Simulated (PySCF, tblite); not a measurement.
# Si₆S₆F₁₂: electronic excitations, NMR shifts

Wanted: electronic excitations, NMR shifts for Si₆S₆F₁₂ (`F[Si]1(F)S[Si](F)(F)S[Si](F)(F)S[Si](F)(F)S[Si](F)(F)S[Si](F)(F)S1`).

Computed with tblite 0.8.0 and PySCF 2.14.0 and routines of our own; the level stands in each step. Atoms count from 0.

### Step 1. The system as given

24 atoms, charge 0, multiplicity 1; geometry from: force field, distance geometry or constructed start.

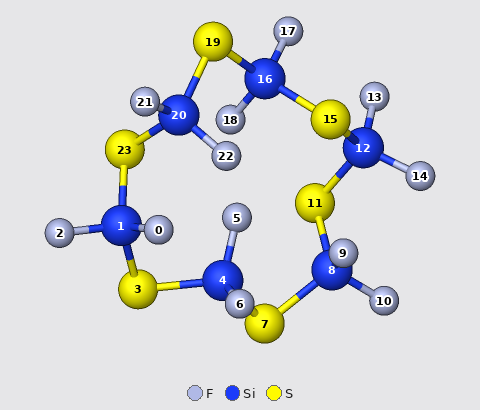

The starting geometry (fluorine light blue, silicon blue, sulfur yellow).

### Step 2. Relaxing the molecule with GFN2-xTB

Job settings and geometry (Å):

```
{"job": {"kind": "relax", "xc": "GFN2-xTB", "basis": "xTB"}, "charge": 0, "multiplicity": 1}
F      2.107200     2.821200     0.238500
Si     2.658100     2.043600    -1.035600
F      4.036300     2.747600    -1.468200
S      1.328400     2.222000    -2.685000
Si    -0.357600     1.897400    -1.447900
F     -0.056500     0.626200    -0.535600
F     -0.628300     3.189100    -0.556100
S     -2.054900     1.514100    -2.639900
Si    -2.948600     0.340100    -1.105600
F     -2.672800     0.992500     0.322400
F     -4.530400     0.299000    -1.368900
S     -2.192600    -1.619200    -1.291900
Si    -2.430800    -2.102400     0.751600
F     -2.379300    -3.697500     0.879500
F     -3.884000    -1.620800     1.216900
S     -1.005400    -1.274300     2.079900
Si     0.621600    -2.337500     1.261400
F      0.374400    -3.907300     1.480200
F      0.746000    -2.047200    -0.299800
S      2.457800    -1.855000     2.205900
Si     2.621100     0.074800     1.352300
F      3.801500     0.844500     2.109600
F      1.262300     0.866000     1.593400
S      3.119400    -0.005000    -0.698000
```

The run is started by

```console
$ OMP_NUM_THREADS=2 python large_run.py task.json out
```

One launch serves the whole session: the jobs run in the order shown.

Output:

```text
step      E/eV     max force
  0   -2384.24153    1.039
  1   -2384.31525    0.579
  2   -2384.37961    0.561
  3   -2384.48075    0.866
  4   -2384.58272    0.771
  5   -2384.63788    0.477
  6   -2384.66169    0.243
  7   -2384.67277    0.274
  8   -2384.68135    0.257
  9   -2384.69174    0.318
 10   -2384.70402    0.416
 11   -2384.71860    0.413
 12   -2384.73170    0.280
 13   -2384.73928    0.150
 14   -2384.74327    0.134
 15   -2384.74782    0.163
 16   -2384.75520    0.229
 17   -2384.76561    0.291
 18   -2384.77492    0.217
 19   -2384.77969    0.136
 20   -2384.78217    0.106
 21   -2384.78480    0.163
 22   -2384.78852    0.194
 23   -2384.79237    0.165
 24   -2384.79491    0.092
 25   -2384.79576    0.071
 26   -2384.79788    0.078
 27   -2384.79855    0.085
 28   -2384.80063    0.090
 29   -2384.80193    0.080
 30   -2384.80308    0.065
 31   -2384.80392    0.066
 32   -2384.80509    0.090
 33   -2384.80672    0.108
 34   -2384.80877    0.100
 35   -2384.81053    0.091
 36   -2384.81160    0.080
 37   -2384.81231    0.071
 38   -2384.81322    0.081
 39   -2384.81466    0.105
 40   -2384.81658    0.115
 41   -2384.81849    0.095
 42   -2384.81985    0.073
 43   -2384.82074    0.070
 44   -2384.82160    0.067
 45   -2384.82274    0.076
 46   -2384.82440    0.111
 47   -2384.82666    0.151
 48   -2384.82911    0.133
 49   -2384.83099    0.093
 50   -2384.83214    0.068
 51   -2384.83316    0.088
 52   -2384.83461    0.127
 53   -2384.83626    0.118
 54   -2384.83746    0.069
 55   -2384.83797    0.046
 56   -2384.83823    0.035
 57   -2384.83852    0.044
 58   -2384.83888    0.060
 59   -2384.83926    0.062
 60   -2384.83958    0.047
 61   -2384.83984    0.038
 62   -2384.84006    0.030
 63   -2384.84023    0.028
 64   -2384.84039    0.031
 65   -2384.84057    0.032
 66   -2384.84075    0.032
 67   -2384.84089    0.026
 68   -2384.84097    0.022
 69   -2384.84105    0.022
 70   -2384.84116    0.030
 71   -2384.84135    0.042
 72   -2384.84164    0.056
 73   -2384.84198    0.050
 74   -2384.84225    0.039
 75   -2384.84242    0.025
 76   -2384.84251    0.024
 77   -2384.84260    0.024
 78   -2384.84272    0.034
 79   -2384.84292    0.045
 80   -2384.84321    0.050
 81   -2384.84350    0.039
 82   -2384.84370    0.027
 83   -2384.84385    0.036
 84   -2384.84406    0.050
 85   -2384.84442    0.057
 86   -2384.84484    0.052
 87   -2384.84513    0.034
 88   -2384.84523    0.018
```

Run time: 3.7 s. Hardware: 2 threads of Arm Neoverse V2, shared host; peak memory 0.18 GiB.

The steps of the relaxation:

| step | energy from step 0 (eV) | largest force (eV/Å) |
| --- | --- | --- |
| 0 | 0.0000 | 1.0394 |
| 1 | -0.0737 | 0.5790 |
| 2 | -0.1381 | 0.5602 |
| 3 | -0.2392 | 0.8658 |
| 4 | -0.3412 | 0.7716 |
| 5 | -0.3964 | 0.4762 |
| 6 | -0.4202 | 0.2430 |
| 7 | -0.4312 | 0.2735 |
| 8 | -0.4398 | 0.2567 |
| 14 | -0.5017 | 0.1345 |
| 21 | -0.5433 | 0.1628 |
| 28 | -0.5591 | 0.0899 |
| 35 | -0.5690 | 0.0918 |
| 42 | -0.5783 | 0.0730 |
| 49 | -0.5895 | 0.0932 |
| 56 | -0.5967 | 0.0350 |
| 63 | -0.5987 | 0.0279 |
| 70 | -0.5996 | 0.0303 |
| 77 | -0.6011 | 0.0236 |
| 84 | -0.6025 | 0.0500 |
| 85 | -0.6029 | 0.0564 |
| 86 | -0.6033 | 0.0519 |
| 87 | -0.6036 | 0.0342 |
| 88 | -0.6037 | 0.0176 |

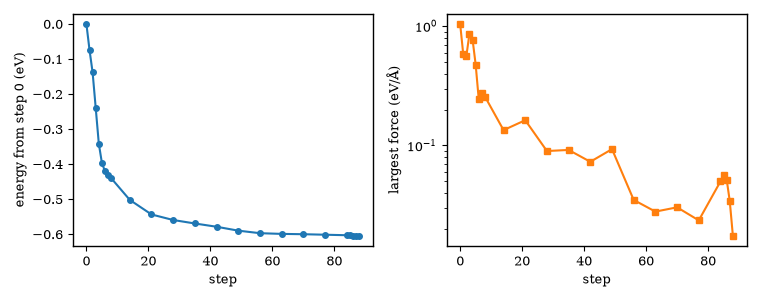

Energy and force, step by step.

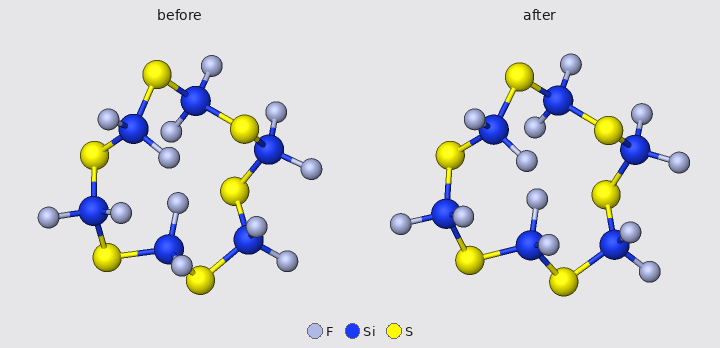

The geometry before (left) and after (right).

Close pairs (by a distance rule), those that changed most:

| bond | before (Å) | after (Å) | change (Å) |
| --- | --- | --- | --- |
| Si1–F2 | 1.607 | 1.584 | -0.023 |
| Si8–F10 | 1.604 | 1.586 | -0.018 |
| Si20–S23 | 2.111 | 2.129 | +0.018 |
| S15–Si16 | 2.109 | 2.126 | +0.017 |
| Si16–F17 | 1.604 | 1.588 | -0.016 |
| Si8–S11 | 2.108 | 2.125 | +0.016 |
| S11–Si12 | 2.113 | 2.129 | +0.016 |
| Si12–F13 | 1.601 | 1.587 | -0.014 |

The end geometry stands in the next job.

### Step 3. Electronic excitations: TDA wB97X-D/6-31G*

Job settings and geometry (Å):

```
{"job": {"kind": "uv", "basis": "6-31G*", "grid": 1, "kgrid": 0, "vcut": 1.5, "nstates": 6, "ntriplets": 2, "tda": true, "delta": [], "pop": true, "xc": "wB97X-D"}, "charge": 0, "multiplicity": 1}
F      2.710377     3.146673     0.057866
Si     2.916225     2.176686    -1.184969
F      4.196182     2.796182    -1.883683
S      1.319999     2.412312    -2.576285
Si    -0.302265     1.775542    -1.378281
F      0.025683     0.375036    -0.665925
F     -0.493968     2.655313    -0.066651
S     -2.077124     1.639462    -2.526745
Si    -3.163881     0.342836    -1.236070
F     -3.144351     0.918354     0.248623
F     -4.696891     0.485399    -1.615165
S     -2.550648    -1.689742    -1.316294
Si    -2.576144    -2.188992     0.753299
F     -2.543231    -3.774552     0.805461
F     -3.976663    -1.840271     1.413906
S     -1.103737    -1.331151     2.022704
Si     0.618845    -2.346130     1.299134
F      0.495112    -3.915574     1.504459
F      0.720622    -2.268496    -0.290423
S      2.430126    -1.754230     2.236054
Si     2.696565     0.182475     1.418313
F      3.731282     0.957930     2.338460
F      1.390630     1.074459     1.602617
S      3.370212     0.182337    -0.601587
```

Level: TDA wB97X-D/6-31G*, vertical, gas phase, core orbitals frozen in the response, virtual orbitals cut by energy.

Output:

```text
start: PBE on a coarse grid of 31299 points
cycle   1  E = -5321.5998437081  dE =  3.915e+00  |g| = 1.922e+00  |ddm| = 5.820e+00
cycle   2  E = -5318.9828195236  dE =  2.617e+00  |g| = 4.387e+00  |ddm| = 5.537e+00
cycle   3  E = -5322.2296834867  dE = -3.247e+00  |g| = 3.485e-01  |ddm| = 4.059e+00
cycle   4  E = -5322.2597819013  dE = -3.010e-02  |g| = 1.759e-01  |ddm| = 6.998e-01
cycle   5  E = -5322.2670382923  dE = -7.256e-03  |g| = 5.225e-02  |ddm| = 2.227e-01
cycle   6  E = -5322.2676123144  dE = -5.740e-04  |g| = 1.727e-02  |ddm| = 6.469e-02
cycle   7  E = -5322.2676661541  dE = -5.384e-05  |g| = 3.925e-03  |ddm| = 1.896e-02
final grid: 131713 points
cycle   8  E = -5324.6926213425  dE = -2.308e-02  |g| = 1.689e-01  |ddm| = 6.462e-01
cycle   9  E = -5324.6928674346  dE = -2.461e-04  |g| = 1.719e-01  |ddm| = 2.191e-01
cycle  10  E = -5324.6976753030  dE = -4.808e-03  |g| = 1.584e-02  |ddm| = 1.240e-01
cycle  11  E = -5324.6977321093  dE = -5.681e-05  |g| = 6.073e-03  |ddm| = 2.210e-02
cycle  12  E = -5324.6977414048  dE = -9.296e-06  |g| = 9.375e-04  |ddm| = 1.014e-02
cycle  13  E = -5324.6977455340  dE = -4.129e-06  |g| = 4.447e-04  |ddm| = 1.414e-03
cycle  14  E = -5324.6977507380  dE = -5.204e-06  |g| = 1.252e-04  |ddm| = 6.105e-04
cycle  15  E = -5324.6977452807  dE =  5.457e-06  |g| = 2.752e-05  |ddm| = 2.283e-04
converged SCF energy = -5324.6977452807

Static polarisability (au): isotropic 197.825, principal 148.409 218.760 226.305

Singlet excitations
state   eV       nm        f      main configurations
  1   6.3624    194.9   0.02482   H->L 0.46, H-1->L 0.17
  2   6.4532    192.1   0.00610   H-1->L 0.43, H->L+3 0.21
  3   6.5151    190.3   0.01529   H-1->L+2 0.26, H->L+2 0.23, H-1->L+1 0.21
  4   6.5752    188.6   0.04258   H->L+1 0.18, H-2->L 0.12, H->L+2 0.11
  5   6.6226    187.2   0.00426   H-2->L 0.23, H-4->L 0.09, H-1->L+1 0.08
  6   6.7565    183.5   0.01393   H-2->L+2 0.18, H-4->L+1 0.11, H->L+5 0.10

Triplet excitations (Tamm-Dancoff, eV): 5.9171 5.9727
```

Run time: 2.1 min. Hardware: 2 threads of Arm Neoverse V2, shared host; peak memory 1.4 GiB.

The orbitals next to the gap, with their largest atomic shares:

| orbital | eV | atoms |
| --- | --- | --- |
| HOMO−4 | -11.29 | S11 27 %, S15 19 %, S23 12 % |
| HOMO−3 | -11.12 | S19 54 %, S15 17 %, S7 10 % |
| HOMO−2 | -10.99 | S7 24 %, S19 23 %, S23 21 % |
| HOMO−1 | -10.78 | S23 36 %, S3 31 %, S15 12 % |
| HOMO | -10.61 | S11 40 %, S15 26 %, S7 13 % |
| LUMO | -0.15 | Si1 17 %, Si4 16 %, Si8 14 % |
| LUMO+1 | 0.34 | Si16 17 %, Si20 12 %, Si12 12 % |
| LUMO+2 | 0.50 | Si1 19 %, Si8 12 %, S7 9 % |
| LUMO+3 | 0.62 | Si12 22 %, Si20 14 %, S15 11 % |

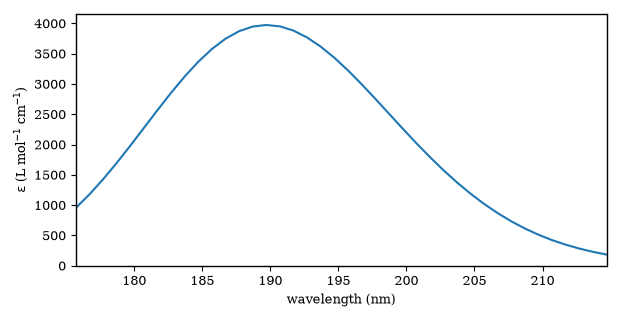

Absorption spectrum: each of the 6 states is a Gaussian band of 0.4 eV half-width at 1/e. Beyond the last state computed it falls off for lack of states.

Ground-state properties from the same run:

| property | computed |
| --- | --- |
| dipole moment (D) | 1.59 |
| polarisability (Å³) | 29.31 |
| HOMO–LUMO gap (eV) | 10.46 |
| −ε(HOMO) (eV) | 10.61 |

### Step 4. NMR shifts: GIAO KT3/pcSseg-1

The job, as its differences from that of step 3:

```diff
@@ -1,2 +1,2 @@
-{"job": {"kind": "uv", "basis": "6-31G*", "grid": 1, "kgrid": 0, "vcut": 1.5, "nstates": 6, "ntriplets": 2, "tda": true, "delta": [], "pop": true, "xc": "wB97X-D"}, "charge": 0, "multiplicity": 1}
+{"job": {"kind": "nmr", "xc": "KT3", "basis": "pcSseg-1", "pop": false}, "charge": 0, "multiplicity": 1}
 F      2.710377     3.146673     0.057866
```

Method: GIAO KT3/pcSseg-1 NMR shielding, non-relativistic, gas phase.

Output:

```text
start: PBE on a coarse grid of 31299 points
cycle   1  E = -5321.2339192079  dE =  3.736e+00  |g| = 1.925e+00  |ddm| = 5.676e+00
cycle   2  E = -5318.8669282336  dE =  2.367e+00  |g| = 4.337e+00  |ddm| = 4.595e+00
cycle   3  E = -5321.8175633074  dE = -2.951e+00  |g| = 3.412e-01  |ddm| = 3.310e+00
cycle   4  E = -5321.8425074249  dE = -2.494e-02  |g| = 1.718e-01  |ddm| = 5.645e-01
cycle   5  E = -5321.8481172422  dE = -5.610e-03  |g| = 4.979e-02  |ddm| = 1.788e-01
cycle   6  E = -5321.8485843020  dE = -4.671e-04  |g| = 1.943e-02  |ddm| = 5.203e-02
cycle   7  E = -5321.8486352580  dE = -5.096e-05  |g| = 6.542e-03  |ddm| = 1.794e-02
final grid: 261164 points
cycle   8  E = -5369.7112248469  dE = -6.176e-02  |g| = 6.983e-01  |ddm| = 9.219e-01
cycle   9  E = -5369.5969781258  dE =  1.142e-01  |g| = 1.060e+00  |ddm| = 1.058e+00
cycle  10  E = -5369.7591876768  dE = -1.622e-01  |g| = 1.971e-01  |ddm| = 8.067e-01
cycle  11  E = -5369.7652008241  dE = -6.013e-03  |g| = 2.830e-02  |ddm| = 1.798e-01
cycle  12  E = -5369.7653962796  dE = -1.955e-04  |g| = 7.929e-03  |ddm| = 3.730e-02
cycle  13  E = -5369.7654107760  dE = -1.450e-05  |g| = 3.042e-03  |ddm| = 9.867e-03
cycle  14  E = -5369.7654132863  dE = -2.510e-06  |g| = 9.186e-04  |ddm| = 2.940e-03
cycle  15  E = -5369.7654087767  dE =  4.510e-06  |g| = 2.046e-04  |ddm| = 1.141e-03
cycle  16  E = -5369.7654124276  dE = -3.651e-06  |g| = 7.192e-05  |ddm| = 2.469e-04
converged SCF energy = -5369.7654124276

GIAO shielding tensors (ppm)
atom      isotropic    diamagn.    paramagn.     s11        s22        s33       span
  0 F      251.697     471.443    -219.746    206.945    221.913    326.233    119.288
  1 Si     378.916     880.035    -501.119    352.667    377.032    407.049     54.382
  2 F      267.987     461.485    -193.498    221.036    246.989    335.937    114.901
  3 S      610.671    1063.942    -453.271    528.265    577.237    726.510    198.245
  4 Si     374.165     890.174    -516.009    336.932    373.251    412.312     75.379
  5 F      259.254     490.219    -230.965    210.158    261.393    306.211     96.053
  6 F      246.038     476.964    -230.926    195.168    227.641    315.306    120.138
  7 S      616.491    1063.978    -447.486    533.911    586.171    729.391    195.480
  8 Si     376.525     882.242    -505.717    342.979    374.343    412.252     69.273
  9 F      258.893     478.526    -219.633    215.441    234.632    326.606    111.165
 10 F      258.728     462.289    -203.561    209.056    236.798    330.331    121.275
 11 S      593.864    1066.974    -473.111    513.532    567.082    700.976    187.445
 12 Si     380.174     881.100    -500.926    350.321    378.528    411.674     61.352
 13 F      261.893     464.718    -202.825    217.056    234.061    334.560    117.504
 14 F      264.488     465.659    -201.171    219.132    235.831    338.500    119.368
 15 S      590.331    1069.355    -479.024    493.907    564.831    712.254    218.347
 16 Si     375.398     885.322    -509.924    349.363    367.184    409.648     60.285
 17 F      262.513     466.700    -204.187    211.303    245.915    330.321    119.017
 18 F      252.324     482.467    -230.143    206.780    236.154    314.040    107.261
 19 S      615.100    1062.940    -447.840    575.058    582.336    687.905    112.847
 20 Si     377.486     884.438    -506.952    351.121    372.552    408.785     57.664
 21 F      259.872     465.069    -205.196    213.069    235.465    331.082    118.013
 22 F      250.450     484.293    -233.843    207.170    229.024    315.156    107.986
 23 S      599.899    1066.563    -466.664    487.382    566.079    746.236    258.854
```

Wall time 18 s (2 threads of Arm Neoverse V2, shared host); peak memory 0.98 GiB.

The references, computed at this level on geometries of the same kind, shield at (ppm): 29Si TMS 361.7, 19F CFCl3 142.4. Their shielding less the atom's gives the shift. The references are single molecules in the gas phase, so shifts against H2O, NH3, PH3, H3PO4 or CFCl3 are not on the usual liquid scales and can be off by tens of ppm. Atoms listed in one row are averaged.

| atoms | environment | σ (ppm) | δ (ppm) |
| --- | --- | --- | --- |
| F0, F2, F5, F6, F9 and 7 more | fluorine bonded to Si | 257.8 | -115.5 |
| Si1, Si4, Si8, Si12, Si16, Si20 | silicon bonded to 2 F, 2 S, in a 12-membered ring | 377.1 | -15.4 |
| S3, S7, S11, S15, S19, S23 | sulfur bonded to 2 Si, in a 12-membered ring | 604 | – |

### Step 5. What came out

| quantity | value |
| --- | --- |
| lowest singlet (wB97X-D/6-31G*) | 6.36 eV (195 nm), f = 0.025 |
| brightest single state of those computed | state 4, 6.58 eV, f = 0.043 |
| lowest triplet | 5.92 eV |
| 19F shifts against CFCl3 (KT3/pcSseg-1, means over atoms taken as alike) | -115.5 ppm |
| 29Si shifts against TMS (KT3/pcSseg-1, means over atoms taken as alike) | -15.4 ppm |
| shieldings of S (KT3/pcSseg-1, a mean where the table joins atoms) | S3 604.4 ppm |

What this shows: The lowest singlet, at 6.36 eV, is HOMO→LUMO 0.46, HOMO−1→LUMO 0.17 and is weak; of the 6 states computed, the strongest absorption comes from state 4 at 6.58 eV. The lowest triplet lies 0.45 eV below the lowest singlet. The basis of wB97X-D/6-31G* has no diffuse functions, so Rydberg states are missing and the high states are unreliable. At KT3/pcSseg-1: Shielding is most anisotropic at S3, S7, S11, S15, S19, S23 (span 195 ppm, paramagnetic term -461 ppm).
